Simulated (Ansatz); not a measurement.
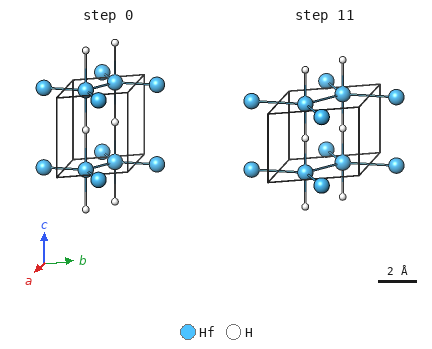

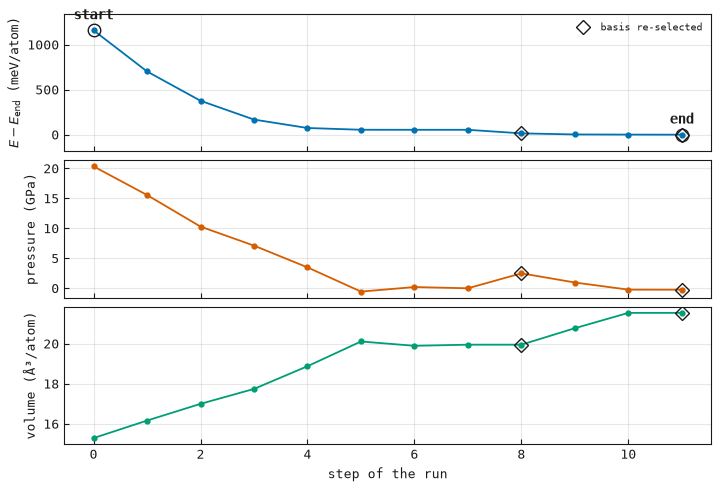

First and last geometry of a relaxation of solid HfH (a generated structure, set up in P6/mmm) (coarse preliminary run), with the history of the run. Style: ball-and-stick. Shown: the cell of the calculation, slightly off an axis.

Method: DFT PBE, scalar-relativistic, plane waves, PAW in Ansatz 0.2.0. (plane-wave cutoff 420 eV; k-point mesh 6 × 6 × 4; occupations gaussian; smearing width 0.1 eV; no spin polarisation; cell and atoms relaxed; force threshold 0.04 eV/Å; at most 70 steps)

**What do the curves and the structures tell?**

It converged. The atoms keep their places relative to the cell (all moves are under 0.005 Å). The volume changes by +40.8 %, with a = b 4.003 → 5.120 Å (+27.9 %), c 4.409 → 3.795 Å (−13.9 %). Among the contacts that change: Hf–Hf 2.311 → 2.956 Å, H–Hf 2.204 → 1.898 Å. The space group stays P6/mmm (No. 191). After 9 accepted moves (11 points after the start) the energy has fallen by 1159 meV per atom. All forces vanish by symmetry, so only the cell relaxes. Pressure: 20.35 GPa at the start and −0.23 GPa at the end. At 2 points the geometry stayed and the basis and grid were re-selected for the new cell (energy shift of 39.6 meV per atom at most each time).
